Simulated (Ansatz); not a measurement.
Pulling on the In1–I4 bond in H2IIn (SMILES [InH2][I]) (multiplicity 1 held, fragments rigid). Energies count from the point at 2.700 Å.
Geometry at that point (charge 0, multiplicity 1):
```xyz
4

In    -0.7264    -1.1355     0.1996
H     -0.0696    -2.1741     1.3945
H     -2.1191    -1.2475    -0.7931
I      0.7129     1.1144    -0.1958
```

R- and RO- levels are restricted; in cc, def2 and unpolarised 6-31G sets they are followed outwards from rest. Unrestricted levels (U-) break spin symmetry where that is lower. Active spaces are followed from a long bond inwards. Curves can end on different states.

Frozen-core correlation. Filled d and f shells under p-block atoms count as core.

Codes used: Ansatz (a quantum-chemistry and plane-wave program).  In def2 rows elements past Kr take small-core potentials, without spin–orbit coupling.

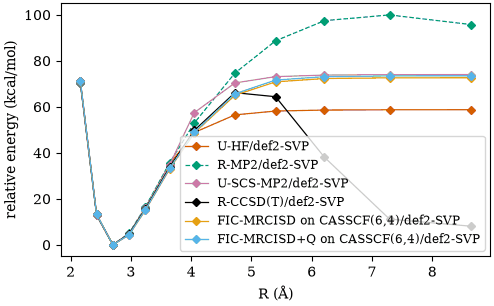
*Relative energy along the coordinate*

Q: Read off the U-HF/def2-SVP curve at R = 6.210.

A: about 59 kcal/mol

Doubts at one or more of the structures used: a spin-contaminated determinant (U-HF/def2-SVP, U-SCS-MP2/def2-SVP); a restricted determinant that unrestricted orbitals would lower (R-MP2/def2-SVP, R-CCSD(T)/def2-SVP); T1 above 0.05 (R-CCSD(T)/def2-SVP); other coupled-cluster roots lie near (R-CCSD(T)/def2-SVP); active orbitals that take no part (FIC-MRCISD on CASSCF(6,4)/def2-SVP, FIC-MRCISD+Q on CASSCF(6,4)/def2-SVP).
